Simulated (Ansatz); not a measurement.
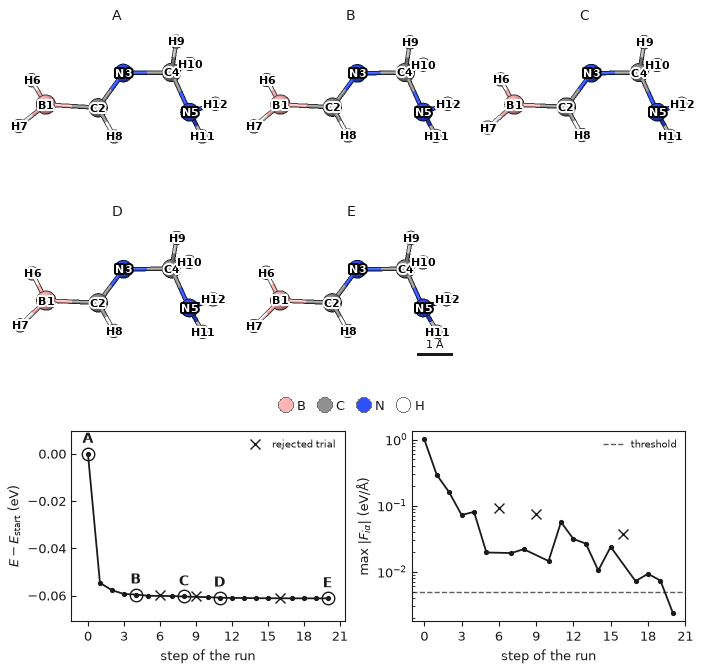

Frames of a relaxation of C$_{2}$H$_{7}$BN$_{2}$, marked on the history of the run. Style: ball-and-stick. Shown at a tilt.

The start comes from PBE-D4/def2-SVP.

Level of theory: RKS PBE0-D4/def2-TZVP (Ansatz 0.2.0). (force threshold 0.005 eV/Å; at most 150 steps)

Describe the path.

Answer. Over 17 accepted moves (20 points after the start) the energy falls by 0.061 eV. Largest force component: 1 eV/Å at the start, 0.0024 eV/Å at the end. The line search rejected the trial steps at points 6, 9, 16 of the run. The atom that moves furthest after the best rigid fit is H7 (0.18 Å). By element the largest moves are H 0.18 Å, C 0.04 Å, B 0.01 Å, N 0.01 Å. Near-neighbour distances that change, for instance: B1–H7 1.220 → 1.198 Å, B1–H6 1.216 → 1.194 Å, C2–H8 1.118 → 1.098 Å, C2–N3 1.298 → 1.278 Å. From step 0 to 4: H atoms move most (0.05 Å), energy −0.060 eV. From step 4 to 8: H7 moves most (0.05 Å), energy −0.001 eV. From step 8 to 11: H6 moves most (0.08 Å), energy 0.000 eV. From step 11 to 20: H6 moves most (0.03 Å), energy 0.000 eV.
